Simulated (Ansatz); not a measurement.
# C under a change: C → Si

Start from C in the diamond structure (space group Fd-3m, No. 227; a = 3.554 Å).

One thing is altered: Si takes the place of C on all its sites; the structure is relaxed again.

The values are results of PBEsol (Ansatz, a first-principles code), scalar-relativistic without spin-orbit coupling, not measurements. k-mesh 11×11×11 (Γ-centred); smearing 0.05 eV (Fermi–Dirac), for the changed cell.

```json
[
 {"quantity": "volume per atom", "base": "5.61 Å³", "changed": "20.05 Å³", "shift": "+14.44 Å³"},
 {"quantity": "lattice parameter a", "base": "3.554 Å", "changed": "5.434 Å", "shift": "+1.880 Å"},
 {"quantity": "space group", "base": "Fd-3m (No. 227)", "changed": "Fd-3m (No. 227)", "shift": "–"},
 {"quantity": "shortest interatomic distance", "base": "1.539 Å", "changed": "2.353 Å", "shift": "+0.814 Å"},
 {"quantity": "band gap", "base": "4.03 eV", "changed": "0.47 eV", "shift": "-3.569 eV"},
 {"quantity": "smallest direct gap", "base": "5.57 eV", "changed": "2.52 eV", "shift": "-3.05 eV"},
 {"quantity": "width of the top valence band", "base": "8.51 eV", "changed": "3.90 eV", "shift": "-4.61 eV"},
 {"quantity": "electron mass", "base": "1.6 mₑ along k, 0.29 mₑ across (off the special points)", "changed": "0.93 mₑ along k, 0.19 mₑ across (off the special points)", "shift": "–"},
 {"quantity": "hole mass (degenerate bands, along [100])", "base": "0.29, 0.29, 0.52 mₑ (at Γ)", "changed": "0.17, 0.26, 0.26 mₑ (at Γ)", "shift": "–"}
]
```

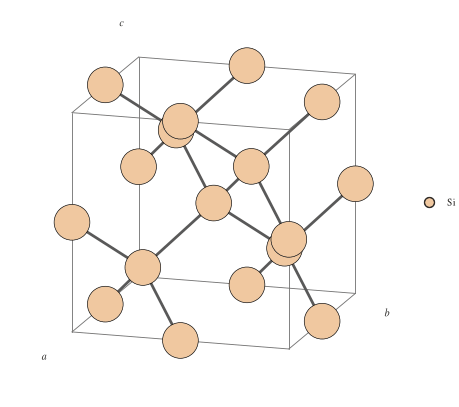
*The relaxed conventional cell after the change*

Cost of the whole job for the changed cell (relaxation, final SCF and bands): roughly 25 core-seconds.

Effective masses come from finite differences of ±0.01 Å⁻¹. Along k means along the line from Γ to the band edge. Whether these cells are dynamically stable was not tested.
